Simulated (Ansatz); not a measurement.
# SnSiH5O (SMILES [SiH3][O][SnH2]), step by step, part 1 of 2

We compute a series of 79 runs (UB3LYP/def2-SVP, B3LYP/def2-SVP, UPBE/def2-TZVP, PBE/def2-TZVP, UB3LYP/def2-TZVP, B3LYP/def2-TZVP, UHF/def2-TZVP, HF/def2-TZVP, and more) of H5OSiSn and its partners. 

The calculation is run with Ansatz 0.2.0.

## (1) The system as given

SnSiH5O: 8 atoms, total charge 0, spin state doublet. As SMILES, `[SiH3][O][SnH2]`. The shape is that of a PBE0-D4/def2-TZVP optimisation. This is one conformer, not always the lowest. The run starts from this shape.

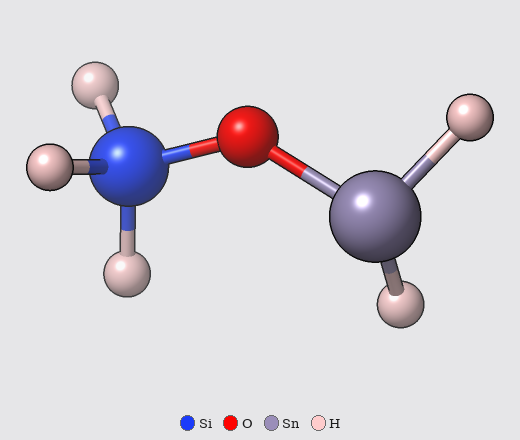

Viewed from a chosen angle; silicon blue, oxygen red, tin purple, hydrogen pink.

## (2) A geometry optimisation at UB3LYP/def2-SVP (core potential, paw set gaussian, start density atoms) (run 1)

Input file run.yaml:

```yaml
crystal:
  periodic: [false, false, false]
  atoms:
    - {symbol: Si, position_ang: [-0.737900, 1.075100, -0.480800]}
    - {symbol: O, position_ang: [0.586900, 0.306200, 0.078800]}
    - {symbol: Sn, position_ang: [0.956500, -1.332100, 1.108000]}
    - {symbol: H, position_ang: [-1.877900, 0.127700, -0.658800]}
    - {symbol: H, position_ang: [-0.424600, 1.696400, -1.794600]}
    - {symbol: H, position_ang: [-1.173500, 2.142300, 0.461900]}
    - {symbol: H, position_ang: [2.665400, -1.489100, 0.950500]}
    - {symbol: H, position_ang: [0.097400, -2.583700, 0.279200]}
basis:
  gaussian:
    orbitals: def2-SVP
magnetization:
  spin_polarized: true
  initial_magnetization: 1
hamiltonian:
  xc: {name: B3LYP}
relax: {}
```

Started as:

```console
$ ansatz run run.yaml --threads 1 --pin off --max-ram 3480MiB --events-out events.jsonl --progress --plain --runs-dir runs
```

What it wrote:

```text
Warning: RAYON_NUM_THREADS=1 ignored (pool sized by the plan → 1); use --threads N
The last accepted step is kept in runs//last_step.txt (removed where the run ends without a failure and the disk answers)
[... 83 lines left out ...]
Total energy: -15835.81679724 eV, -581.9555333966 hartree
[... 8 lines left out ...]
Dipole moment:     0.038862    -0.281725     0.298113 e Å
```

It took 64 s on 1 thread of Arm Neoverse V1, shared host; peak memory 0.24 GiB.

Step by step:

| step | energy from the first frame kept (eV) | largest force (eV/Å) |
| --- | --- | --- |
| 1 | 0.0000 | 0.8215 |
| 2 | -0.0352 | 0.4257 |
| 3 | -0.0397 | 0.1363 |
| 4 | -0.0414 | 0.0690 |
| 5 | -0.0425 | 0.0255 |
| 6 | -0.0407 | 0.1415 |
| 7 | -0.0428 | 0.0320 |
| 8 | -0.0428 | 0.0430 |
| 9 | -0.0429 | 0.0267 |
| 10 | -0.0429 | 0.0213 |
| 11 | -0.0429 | 0.0061 |

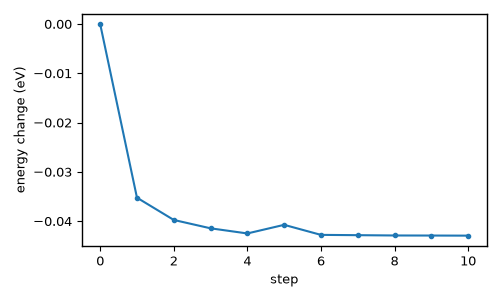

Energy along the run.

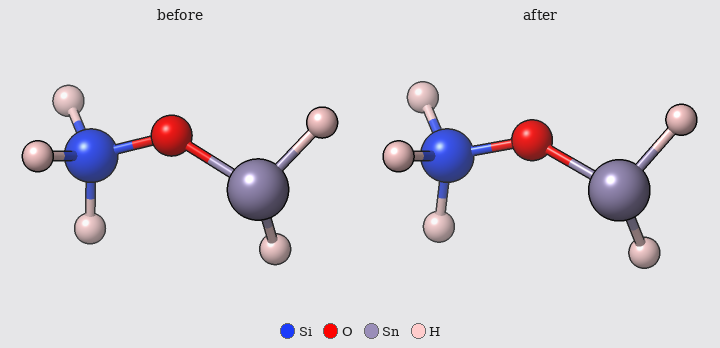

Before and after, at one scale.

After the run. Bond lengths: Si1–O2 1.656 Å, O2–Sn3 2.007 Å, Si1–H4 1.498 Å, Si1–H5 1.492 Å, Si1–H6 1.496 Å, Sn3–H7 1.744 Å, Sn3–H8 1.751 Å. Angles: Si1–O2–Sn3 141.5°, O2–Si1–H4 111.8°, O2–Si1–H5 109.0°, O2–Si1–H6 111.4°, O2–Sn3–H7 101.9°, O2–Sn3–H8 104.9°, H4–Si1–H5 108.5°, H4–Si1–H6 107.6°, H5–Si1–H6 108.5°, H7–Sn3–H8 111.1°.

## (3) The singlet cation: a structure relaxation at B3LYP/def2-SVP (core potential, paw set gaussian, start density atoms) (run 2)

Input file input.yaml:

```yaml
crystal:
  periodic: [false, false, false]
  atoms:
    - {symbol: Si, position_ang: [-0.737900, 1.075100, -0.480800]}
    - {symbol: O, position_ang: [0.586900, 0.306200, 0.078800]}
    - {symbol: Sn, position_ang: [0.956500, -1.332100, 1.108000]}
    - {symbol: H, position_ang: [-1.877900, 0.127700, -0.658800]}
    - {symbol: H, position_ang: [-0.424600, 1.696400, -1.794600]}
    - {symbol: H, position_ang: [-1.173500, 2.142300, 0.461900]}
    - {symbol: H, position_ang: [2.665400, -1.489100, 0.950500]}
    - {symbol: H, position_ang: [0.097400, -2.583700, 0.279200]}
basis:
  gaussian:
    orbitals: def2-SVP
relax: {}
total_charge: 1
hamiltonian:
  xc: {name: B3LYP}
```

Started as:

```console
$ ansatz run input.yaml --threads 1 --pin off --max-ram 3480MiB --events-out events.jsonl --progress --plain --runs-dir runs
```

What it wrote, cut to the lines that bear on the results:

```text
Warning: RAYON_NUM_THREADS=1 ignored (pool sized by the plan → 1); use --threads N
[... 1 set-up line as earlier in the session ...]
[... 77 lines left out ...]
Total energy: -15828.33217038 eV, -581.6804784325 hartree
[... 8 lines left out ...]
Dipole moment:     0.188161    -0.567657     0.170877 e Å
```

Wall time 39 s (1 thread of Arm Neoverse V1, shared host); peak memory 0.17 GiB.

The path in brief:

```
step  energy from the first frame kept (eV)  largest force (eV/Å)
   1                                 0.0000                3.1901
   2                                -0.5930                2.1646
   3                                -0.9021                1.3538
   4                                -0.9743                0.4546
   5                                -0.9728                0.1897
   6                                -0.9884                0.1517
   7                                -0.9899                0.0103
   8                                -0.9900                0.0260
   9                                -0.9901                0.0199
  10                                -0.9901                0.0018
```

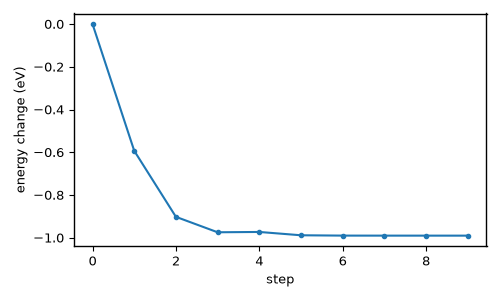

Energy along the run.

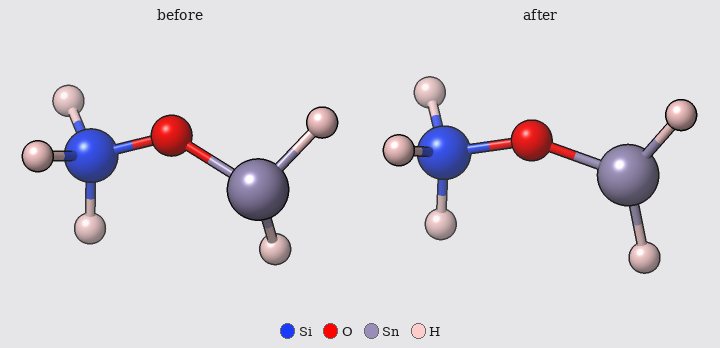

Before and after, at one scale.

After the run. Bond lengths: Si1–O2 1.728 Å, O2–Sn3 1.904 Å, Si1–H4 1.486 Å, Si1–H5 1.481 Å, Si1–H6 1.481 Å, Sn3–H7 1.694 Å, Sn3–H8 1.700 Å. Angles: Si1–O2–Sn3 149.5°, O2–Si1–H4 107.5°, O2–Si1–H5 105.5°, O2–Si1–H6 105.5°, O2–Sn3–H7 111.2°, O2–Sn3–H8 116.0°, H4–Si1–H5 112.2°, H4–Si1–H6 112.2°, H5–Si1–H6 113.3°, H7–Sn3–H8 132.7°.

Runs 3 to 11 aren't shown in full; the table further down has their settings and results.

## (4) SnSiH4O: the energy at PBE/def2-TZVP (core potential, paw set gaussian, start density atoms) (run 12)

Input file job.yaml:

```yaml
crystal:
  periodic: [false, false, false]
  atoms:
    - symbol: Si
      position_ang: [-0.484149, 1.330462, -0.536708]
    - symbol: O
      position_ang: [0.423978, 0.240546, 0.082113]
    - symbol: Sn
      position_ang: [1.446756, -1.273505, 1.459259]
    - symbol: H
      position_ang: [0.065451, 2.414200, -1.383621]
    - symbol: H
      position_ang: [-1.938543, 1.411601, -0.264499]
    - symbol: H
      position_ang: [2.366299, -1.893421, 0.055744]
    - symbol: H
      position_ang: [0.090408, -2.414782, 1.190713]
basis:
  gaussian: {orbitals: def2-TZVP}
hamiltonian: {xc: {name: PBE}}
```

Started as:

```console
$ ansatz run job.yaml --threads 1 --pin off --max-ram 3480MiB --events-out events.jsonl --progress --plain --runs-dir runs
```

What it wrote:

```text
Warning: RAYON_NUM_THREADS=1 ignored (pool sized by the plan → 1); use --threads N
Functional definition: PBE
  name "PBE"
  parameter kappa = 0.804
  parameter beta = 0.06672455060314922
  exchange = pbe_x(kappa = kappa, mu = beta*pi^2/3)
  correlation = pbe_c(beta = beta)
967 factors; their error is unknown
mean field evaluation 1: about -15805.5726 eV, gradient 7.1e1 eV
mean field evaluation 2: about -15658.9250 eV, gradient 2.1e2 eV
mean field evaluation 4: about -15814.2998 eV, gradient 1.8e1 eV
mean field evaluation 8: about -15815.1241 eV, gradient 4.4e-1 eV
mean field evaluation 16: about -15815.1130 eV, gradient 1.3e-4 eV
mean field -15815.11304996 eV, -581.1946847175 hartree, gradient 4.4e-5 eV, S^2 0.000000; 1 other end points of the search recorded, 0 dependent functions left out
reference -15815.11310109 eV, -581.1946865964 hartree; 24, 24 occupied and 118, 118 virtual orbitals, 967 factors
Total energy: -15815.11310109 eV, -581.1946865964 hartree
```

Wall time 3.6 s (1 thread of Arm Neoverse V1, shared host); peak memory 0.15 GiB.

Runs 13 to 78 aren't shown in full; the table further down has their settings and results.

## (5) SnSiH4O: a single-point energy at SVWN5/def2-TZVP (core potential, paw set gaussian, start density atoms) (run 79)

Input file input.yaml:

```yaml
crystal:
  periodic: [false, false, false]
  atoms:
    - {symbol: Si, position_ang: [-0.747883, 1.074679, -0.466126]}
    - {symbol: O, position_ang: [0.516792, 0.195860, 0.141506]}
    - {symbol: Sn, position_ang: [0.985496, -1.644674, 0.826500]}
    - {symbol: H, position_ang: [-1.998952, 0.254606, -0.573265]}
    - {symbol: H, position_ang: [-0.415908, 1.586670, -1.829619]}
    - {symbol: H, position_ang: [-1.039542, 2.243516, 0.417341]}
    - {symbol: H, position_ang: [2.694896, -1.184158, 1.148663]}
basis:
  gaussian: {orbitals: def2-TZVP}
magnetization: {spin_polarized: false}
hamiltonian: {xc: {name: SVWN5}}
```

Started as:

```console
$ ansatz run input.yaml --threads 1 --pin off --max-ram 3480MiB --events-out events.jsonl --progress --plain --runs-dir runs
```

What it wrote:

```text
Warning: RAYON_NUM_THREADS=1 ignored (pool sized by the plan → 1); use --threads N
Functional definition: SVWN5
  name "SVWN5"
  exchange = slater_x
  correlation = vwn5_c
967 factors; their error is unknown
mean field evaluation 1: about -15758.5444 eV, gradient 7.0e1 eV
mean field evaluation 2: about -15610.7654 eV, gradient 2.1e2 eV
mean field evaluation 4: about -15766.9938 eV, gradient 1.6e1 eV
mean field evaluation 8: about -15767.5834 eV, gradient 1.7e-1 eV
mean field evaluation 16: about -15767.5700 eV, gradient 1.3e-4 eV
mean field -15767.57002272 eV, -579.4475106922 hartree, gradient 3.4e-5 eV, S^2 0.000000; 0 other end points of the search recorded, 0 dependent functions left out
reference -15767.57006774 eV, -579.4475123466 hartree; 24, 24 occupied and 118, 118 virtual orbitals, 967 factors
Total energy: -15767.57006774 eV, -579.4475123466 hartree
```

Run time: 1.9 s. Hardware: 1 thread of Arm Neoverse V1, shared host; peak memory 0.15 GiB.

(Continued in part 2 of 2.)
